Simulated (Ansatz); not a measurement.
# C3H9BFNO: how energies converge with the basis set

Aim: see how fast density functionals converge with the basis set for C3H9BFNO.

The runs use Ansatz 0.2.0, Gaussian basis; one geometry, several basis sets.

Plan: PBE0-D4/def2-SVP; ωB97M-V/def2-SVP; PBE0-D4/def2-QZVPP; ωB97M-V/def2-QZVPP; the functionals' def2-TZVPP values are taken from earlier runs.

### Step 1. The geometry

All runs share one geometry, relaxed beforehand with PBE0-D4 in a triple-zeta def2 set.

SMILES `CC(C)OB(N)F`, 16 atoms, charge 0, spin multiplicity 1.

Atoms are counted from 1 here; the program's logs count them from 0.

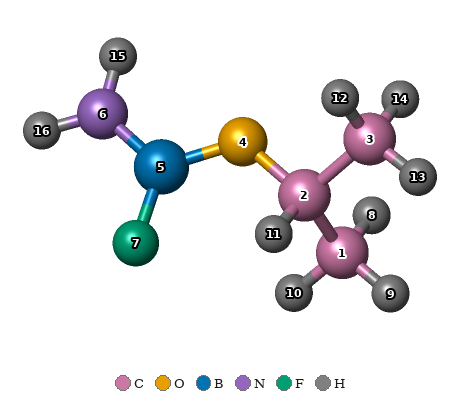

The geometry (carbon pink, oxygen amber, boron blue, nitrogen purple, fluorine teal, hydrogen grey); atoms are numbered from 1 in the order of the file.

### Step 2. PBE0-D4 in def2-SVP

The input, in.yaml:

```yaml
crystal:
  periodic: [false, false, false]
  atoms:
    - {symbol: C, position_ang: [-0.512014, -1.672680, -0.160411]}
    - {symbol: C, position_ang: [0.062749, -0.495143, 0.599744]}
    - {symbol: C, position_ang: [1.383741, -0.819881, 1.259715]}
    - {symbol: O, position_ang: [0.289441, 0.591261, -0.296351]}
    - {symbol: B, position_ang: [-0.692129, 1.473625, -0.614651]}
    - {symbol: N, position_ang: [-0.453515, 2.510534, -1.526717]}
    - {symbol: F, position_ang: [-1.912723, 1.371647, -0.054114]}
    - {symbol: H, position_ang: [0.176974, -1.985182, -0.949154]}
    - {symbol: H, position_ang: [-0.676692, -2.519063, 0.510515]}
    - {symbol: H, position_ang: [-1.468224, -1.409876, -0.617195]}
    - {symbol: H, position_ang: [-0.655835, -0.178529, 1.364260]}
    - {symbol: H, position_ang: [1.774415, 0.051081, 1.788744]}
    - {symbol: H, position_ang: [1.263151, -1.635403, 1.976077]}
    - {symbol: H, position_ang: [2.117381, -1.123671, 0.508970]}
    - {symbol: H, position_ang: [0.436034, 2.636004, -1.972416]}
    - {symbol: H, position_ang: [-1.155756, 3.182675, -1.772617]}
basis:
  gaussian: {orbitals: def2-SVP}
hamiltonian: {xc: pbe0, dispersion: d4}
output: {orbitals: {seedname: orbitals}}
```

Run with:

```sh
> ansatz run in.yaml --threads 2 --pin off --events-out ev --progress --plain --max-ram 20480MiB --backend cpu
```

The runs that follow: ωB97M-V in def2-SVP; PBE0-D4 in def2-QZVPP; ωB97M-V in def2-QZVPP.

**Question.** What will the summary of the whole plan be? Wanted: PBE0-D4: double and triple zeta above quadruple; ωB97M-V: double and triple zeta above quadruple.

**Answer**, as computed:

```
                                       quantity           value
PBE0-D4: double and triple zeta above quadruple  12.29, 0.57 eV
ωB97M-V: double and triple zeta above quadruple  12.69, 0.54 eV
```

**Reading.** PBE0-D4 gains 11.72 eV from double to triple zeta, then 0.57 eV more. These are total energies; as a rule much of such shifts cancels in differences, which this series doesn't test. The LUMO of ωB97M-V is positive and keeps falling with the basis (3.44 to 1.77 eV): an unbound level that the basis holds in place.
